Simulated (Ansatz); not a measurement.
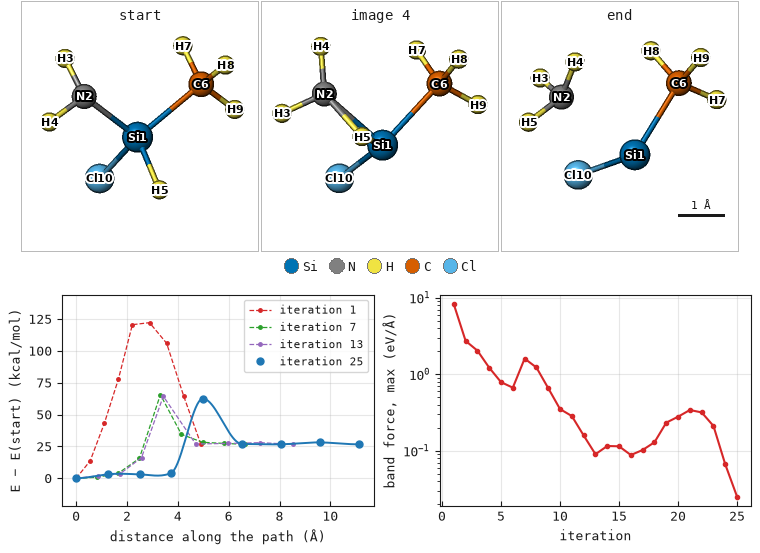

A search for the minimum-energy path of CH$_{6}$ClNSi by the nudged elastic band. Images are numbered from 0 (start) to 8 (end). The plot follows the band through its iterations. A ball-and-stick model, seen at a tilt.

Computed with RKS BLYP/cc-pVDZ in Ansatz. Set-up: 7 movable images; climbing image; force threshold 0.05 eV/Å; iteration limit 60; starting path through a guess of the saddle point.

Judge this run.

Answer. The run is converged, with reservations. The band converged in 25 iterations. The largest component of the band force went from 8.2 to 0.025 eV/Å. The climbing image converged on the top of the path. Its vibrational analysis gives one imaginary mode (1358i cm⁻¹), as a transition state must have. The first iteration put the highest image at 122.2 kcal/mol. The highest point, image 4, lies 62.5 kcal/mol above the start and 35.9 kcal/mol above the end; the end is at +26.7 kcal/mol relative to the start.

Cost: 120 s on 2 threads of AMD EPYC 9R45 96-Core Processor (Zen 5) (shared host), peak memory 0.16 GiB.
